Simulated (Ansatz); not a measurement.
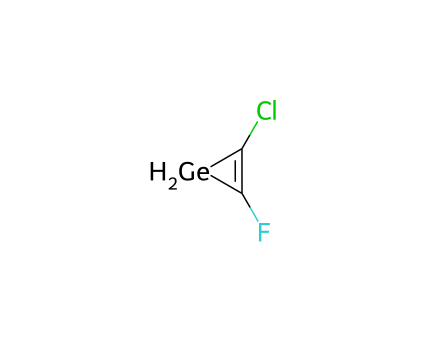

2D structure.

Give its SMILES.

F[C]1=[C](Cl)[GeH2]1

What is the molecular formula?

C2H2ClFGe.

An optimisation with PBE0-D4/def2-TZVP gave a structure of which point group?

Cs.

More results for the same structure follow; atom numbers are the same in all pictures, views and colours differ. Computed geometry: PBE0-D4/def2-TZVP optimisation.

**Levels of theory compared**

Program: Ansatz 0.2.0.

Tabulate HOMO–LUMO gap (eV), dipole (D), HOMO energy (eV) at these levels: B3LYP-D4/def2-TZVPP; PBE-D4/def2-TZVPP; r2SCAN-D4/def2-TZVPP; ωB97M-V/def2-TZVPP.

```tsv
level	HOMO–LUMO gap (eV)	dipole (D)	HOMO energy (eV)
B3LYP-D4/def2-TZVPP	6.24	2.06	−7.29
PBE-D4/def2-TZVPP	4.69	1.77	−6.34
r2SCAN-D4/def2-TZVPP	5.08	1.92	−6.58
ωB97M-V/def2-TZVPP	10.73	2.15	−9.64
```

**Thermal motion**

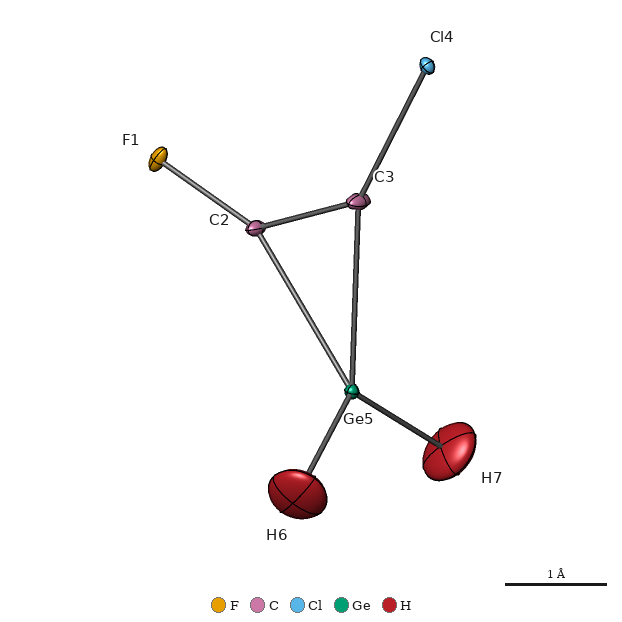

Displacement ellipsoids at the 50 % level, from the internal vibrations of the free molecule (harmonic, no overall translation or rotation; no half-axis is drawn under 0.075 Å). Vibrations computed with RKS PBE0-D4/def2-TZVP (Ansatz 0.2.0). Temperature: 400 K.

Which atom has the largest mean-square displacement?

H6, H7, with U_eq = 0.0303 Å².

Does H6 move more along its bond or across it?

Across it: the root-mean-square amplitude is 0.089 Å along the bond and up to 0.214 Å across, since bending and torsion are softer than stretching.

List U_eq and the three principal root-mean-square amplitudes for each kind of atom.

```json
{"atom": "F1", "U_eq (Å²)": "0.0044", "rms amplitudes (Å)": "0.039, 0.052, 0.094"}
{"atom": "C2", "U_eq (Å²)": "0.0039", "rms amplitudes (Å)": "0.040, 0.056, 0.084"}
{"atom": "C3", "U_eq (Å²)": "0.0055", "rms amplitudes (Å)": "0.043, 0.060, 0.106"}
{"atom": "Cl4", "U_eq (Å²)": "0.0019", "rms amplitudes (Å)": "0.021, 0.044, 0.057"}
{"atom": "Ge5", "U_eq (Å²)": "0.00052", "rms amplitudes (Å)": "0.009, 0.020, 0.033"}
{"atom": "H6, H7", "U_eq (Å²)": "0.0303", "rms amplitudes (Å)": "0.089, 0.193, 0.214"}
```

**Charges**

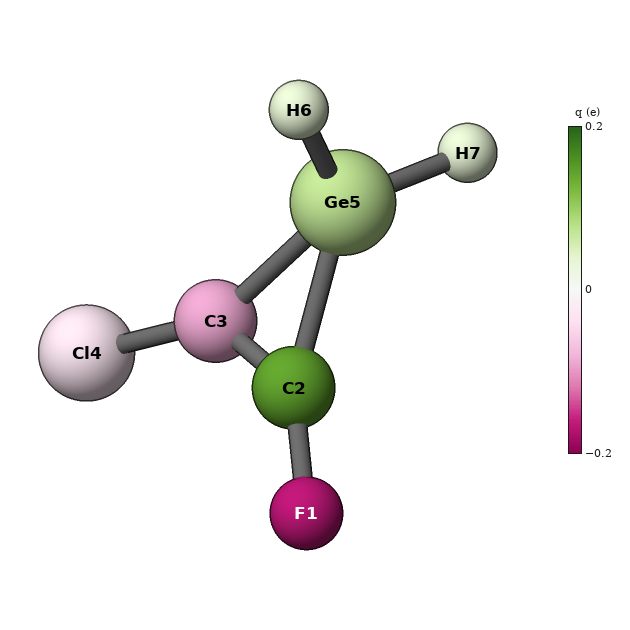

Atoms are coloured by their Mulliken charges. Properties computed with RKS ωB97M-V/def2-TZVPP (Ansatz 0.2.0).

Which atom carries the highest charge (most positive or least negative)?

C2 (0.14 e).

And the lowest?

F1 (−0.16 e).

List the Mulliken charges.

```tsv
atom	value (e)
F1	−0.16
C2	0.14
C3	−0.09
Cl4	−0.03
Ge5	0.07
H6	0.03
H7	0.03
```

Mulliken values depend strongly on the basis set and can even reverse the polarity of a bond.
